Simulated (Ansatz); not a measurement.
CH$_{3}$NOSi: several calculations on one system

### Relaxation

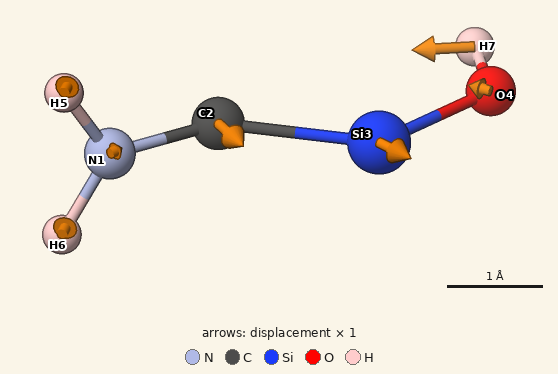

This is a relaxation of CH3NOSi. The starting structure is drawn; orange arrows show the displacements, at their true length. The two geometries are superimposed by the best rigid fit.

The picture is a ball-and-stick view, seen at a tilt.

The run prepares an end point of a later path (torsion) calculation, from a guessed geometry.

Theory: RHF/cc-pVDZ in Ansatz. Settings: no spin polarisation; force threshold 0.015 eV/Å; at most 40 steps.

Question: What happened in the run?

Answer: The energy falls by 15.0 kcal/mol in 9 accepted moves (10 points after the start). The largest force component goes from 2.1 to 0.014 eV/Å. The line search rejected the trial step at point 6 of the run. H7 moves most after the best rigid fit: 0.68 Å. Largest moves by element: H 0.68 Å, C 0.56 Å, Si 0.49 Å, O 0.28 Å, N 0.19 Å. Some distances before and after: Si3–O4 1.625 → 1.693 Å, C2–Si3 1.736 → 1.784 Å, N1–C2 1.323 → 1.278 Å, O4–H7 0.954 → 0.945 Å. Among the angles between lasting bonds that change: N1–C2–Si3 136.9° → 170.5°, C2–Si3–O4 123.7° → 102.8°, Si3–O4–H7 123.5° → 120.6°.

### Relaxation

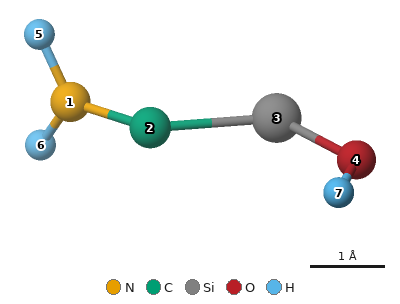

This is the input geometry for a relaxation of CH$_{3}$NOSi. Style: ball-and-stick. Shown at a tilt.

The run prepares an end point of a later path (torsion) calculation, from a guessed geometry.

Level of theory: RHF/cc-pVDZ (Ansatz).

Input file:
```yaml
crystal:
  periodic: [false, false, false]
  atoms:
    - { symbol: "N", position_ang: [-0.7063, 1.41863, 0.50642] }
    - { symbol: C, position_ang: [-0.18626, 0.357, -0.08786] }
    - { symbol: Si, position_ang: [0.048, -0.19552, -1.71665] }
    - { symbol: O, position_ang: [0.74783, -1.61232, -2.09526] }
    - { symbol: H, position_ang: [-0.16554, 2.25801, 0.68294] }
    - { symbol: H, position_ang: [-1.69382, 1.49163, 0.72287] }
    - { symbol: H, position_ang: [1.06901, -2.23117, -1.44383] }
basis:
  gaussian: { orbitals: cc-pVDZ }
hamiltonian:
  xc: hf
relax:
  f_tol: 0.015
  max_steps: 40
```

Command:
```bash
ansatz run input.yaml --threads 1 --pin off --max-ram 2048MiB --backend cpu --events-out ev --progress --plain --runs-dir out
```

Question: Predict the outcome.

Answer: The atom that moves furthest after the best rigid fit is H7 (0.69 Å). By element the largest moves are H 0.69 Å, C 0.60 Å, Si 0.50 Å, O 0.28 Å, N 0.18 Å. Among the contacts that change: Si3–O4 1.625 → 1.693 Å, C2–Si3 1.736 → 1.783 Å, N1–C2 1.323 → 1.278 Å, O4–H7 0.954 → 0.945 Å. Among the angles between lasting bonds that change: N1–C2–Si3 136.9° → 170.3°, C2–Si3–O4 123.7° → 102.8°, Si3–O4–H7 123.5° → 120.6°. The energy falls by 0.665 eV in 9 geometry steps. The largest force component goes from 2.1 to 0.0095 eV/Å. Cost: 14 s on 1 thread of Arm Neoverse V2 (shared host), peak memory 0.15 GiB.

The structure at the end:

```xyz
7

N    -0.6397    1.2822    0.4182
C    -0.3237    0.6010   -0.6156
Si   -0.0007   -0.1216   -2.2135
O     0.7421   -1.5907   -1.8183
H    -0.0160    1.9522    0.8385
H    -1.5333    1.1940    0.8745
H     0.8843   -1.8308   -0.9153
```

After the run, drawn alike:

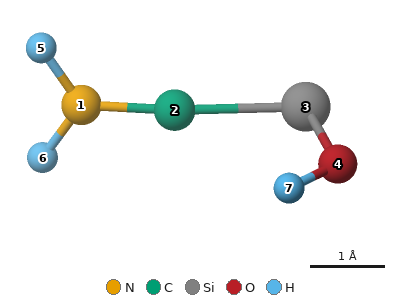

### Path

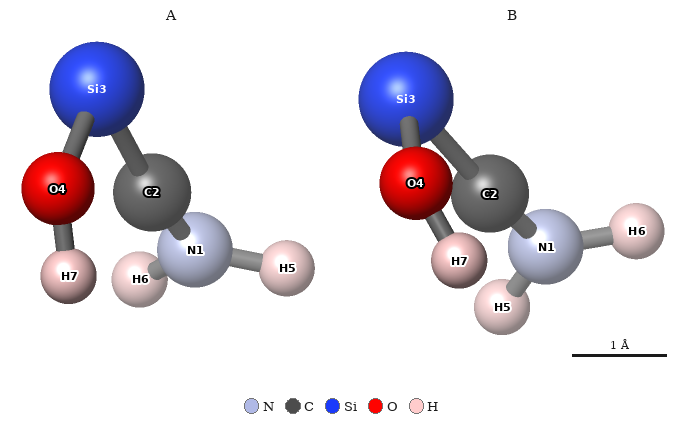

The two relaxed end points of a path for CH3NOSi. A ball-and-stick model, seen from a free direction.

These are results of Ansatz, RHF/cc-pVDZ, not measurements.

Set-up: 7 movable images; climbing image; force threshold 0.05 eV/Å; iteration limit 60.

Start:
```xyz
7

N    -0.6438    1.2916    0.3862
C    -0.0695    0.1509    0.4233
Si    0.7265   -1.4077    0.7698
O     1.0111   -2.0349   -0.7771
H    -0.1300    2.1575    0.3549
H    -1.6458    1.3956    0.3903
H     0.7514   -1.5531   -1.5475
```

End:
```xyz
7

N    -0.6439    1.2919    0.3866
C    -0.0689    0.1514    0.4218
Si    0.7229   -1.4082    0.7691
O     1.0119   -2.0353   -0.7767
H    -1.6458    1.3952    0.3870
H    -0.1307    2.1582    0.3599
H     0.7545   -1.5532   -1.5477
```

Question: What barrier does the band find between them, and by what path?

Answer: The barrier is about 38.4 kJ/mol in both directions, with image 4 at the top; the ends have the same energy. The motion is a rotation about the N1–C2 bond by about 180°. No bond forms or breaks between the ends. Among the angles between lasting bonds that change up to the highest image: N1–C2–Si3 170.5° → 112.2°, C2–Si3–O4 102.8° → 96.6°. The band is converged. At the top, the vibrational analysis gives one imaginary mode (111i cm⁻¹), as a transition state must have.

Energies of the converged images:

```csv
image,path (Å),E (kJ/mol)
0,0.00,0.0
1,0.50,4.2
2,1.01,20.3
3,1.51,34.4
4,2.01,38.4
5,2.52,34.4
6,3.02,20.4
7,3.52,4.2
8,4.02,0.0
```

The geometry at the top of the path:

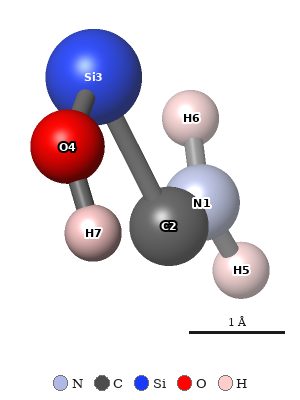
